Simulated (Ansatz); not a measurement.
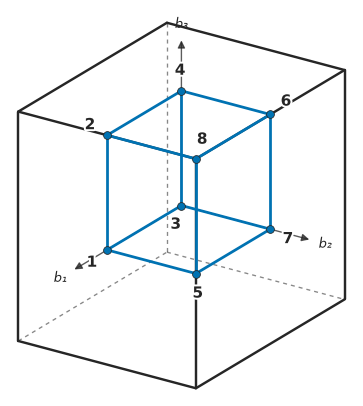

Crystal: HCO2, coordinates from a relaxation with DFT r2SCAN, scalar-relativistic, plane waves, PAW (Ansatz 0.2.0). The first Brillouin zone of a primitive orthorhombic lattice (oP; extended symbol oP1) is drawn with its special points numbered. All values are computed from the atomic coordinates in the standard setting (tolerance 0.002 Å).

a = 6.093 Å, b = 7.641 Å, c = 6.524 Å, α = 90.00°, β = 90.00°, γ = 90.00°.

Labels and path follow the convention of Hinuma et al. (2017), as computed by seekpath; the arrows show the directions of the reciprocal primitive vectors b₁, b₂, b₃, in which coordinates are given.

Which special point is each number?

```tsv
no.	label	coordinates
1	X	(1/2, 0, 0)
2	U	(1/2, 0, 1/2)
3	Γ	(0, 0, 0)
4	Z	(0, 0, 1/2)
5	S	(1/2, 1/2, 0)
6	T	(0, 1/2, 1/2)
7	Y	(0, 1/2, 0)
8	R	(1/2, 1/2, 1/2)
```
